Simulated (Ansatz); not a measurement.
# Cl$_{2}$GaHNSi (doublet): what the fields show

Input file:

```
crystal:
  periodic: [false, false, false]
  atoms:
    - {symbol: Cl, position_ang: [-2.599591, -1.531947, 1.875852]}
    - {symbol: Cl, position_ang: [-0.100331, 0.719454, 2.280531]}
    - {symbol: Ga, position_ang: [-1.486836, 2.732465, 0.380713]}
    - {symbol: "N", position_ang: [-1.851702, 0.876470, -0.089775]}
    - {symbol: Si, position_ang: [-1.194592, -0.386423, 0.843690]}
    - {symbol: H, position_ang: [-2.467221, 0.634728, -0.865923]}
basis:
  gaussian: {orbitals: def2-TZVPD}
magnetization: {spin_polarized: true, initial_magnetization: 1}
hamiltonian: {xc: {name: PBE0}}
output: {forces: true, orbitals: {seedname: orbitals}}
```

Run with:

```sh
ansatz run input.yaml --threads 2 --pin off --max-ram 4350MiB --events-out events.jsonl --progress --plain --runs-dir runs
```

Geometry: PBE0-D3(BJ)/def2-SVP.

Level of theory: isolated molecule in a Gaussian basis; Kohn-Sham density functional theory, functional PBE0 (Ansatz).

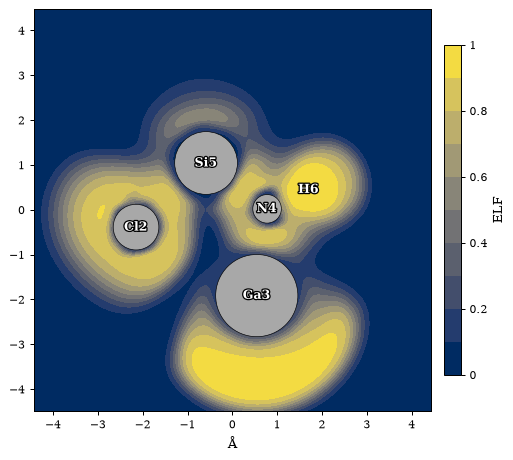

Figure 1. ELF on the plane of atoms Cl2, Si5 and N4. Grey discs cover the atomic cores.

Question: Interpret the plot.

Answer:
- The plane passes through Cl, Ga, N, Si and H nuclei.
- Si–N (1.70 Å): the ELF peaks at about 0.90 between the atoms: a polar covalent bond.
- Ga–N (1.95 Å): the ELF peaks at about 0.90 in the valence shell of N, 0.7 Å from its nucleus, and is about 0.30 at the midpoint.
- N–H (1.02 Å): the ELF climbs to about 1 towards the hydrogen, as it does in any bond to H: an ordinary covalent bond to hydrogen.
- The ELF also peaks beside Cl2, away from the bonds: non-bonding electrons, paired or unpaired.

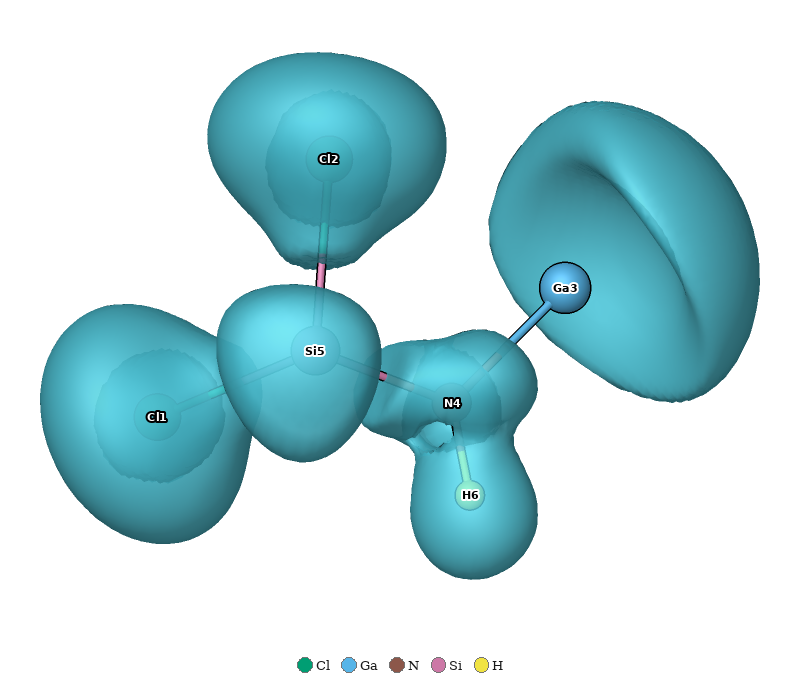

Figure 2. Isosurface of the electron localisation function at 0.75 (cyan), seen across its widest extent. Only the valence region is drawn (cores and ρ < 0.01 e/Å³ removed).

Question: Describe the localisation domains.

Answer: At this value the surface marks out two regions on Cl in which the atom's valence shell and bonds are merged, one lobe on Ga, pointing away from the bonds (non-bonding electrons), one lobe on Si, pointing away from the bonds (non-bonding electrons) and one joined region spread over several atoms (H, N), in which their bonds and any lone pairs are merged.

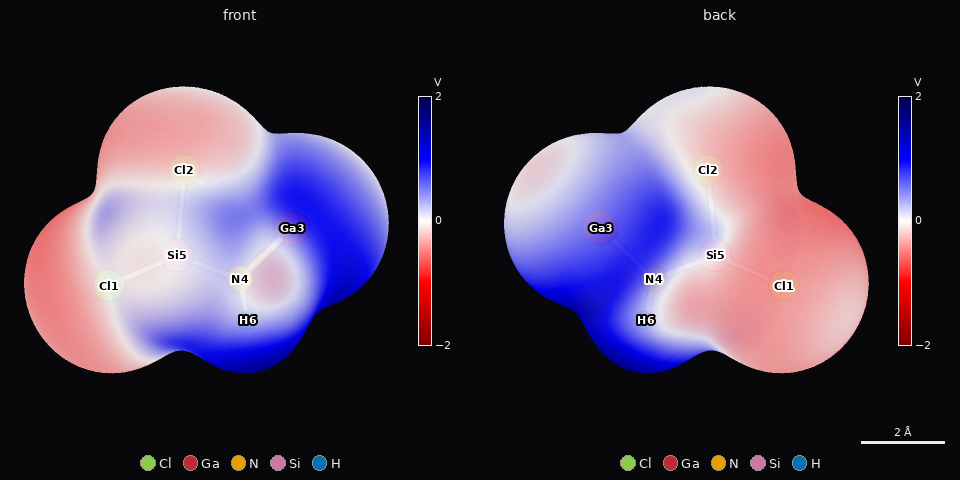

Figure 3. The molecular electrostatic potential painted on the density surface at 0.001 e/bohr³, seen from the front and from behind; the colour scale runs from red (negative) to blue (positive).

Question: Which sites attract a positive test charge, and which a negative one?

Answer: A positive charge is drawn to the negative regions and a negative charge to the positive ones. The most negative region (about −0.5 V) lies over Cl1, the most positive (about +1.6 V) over H6.
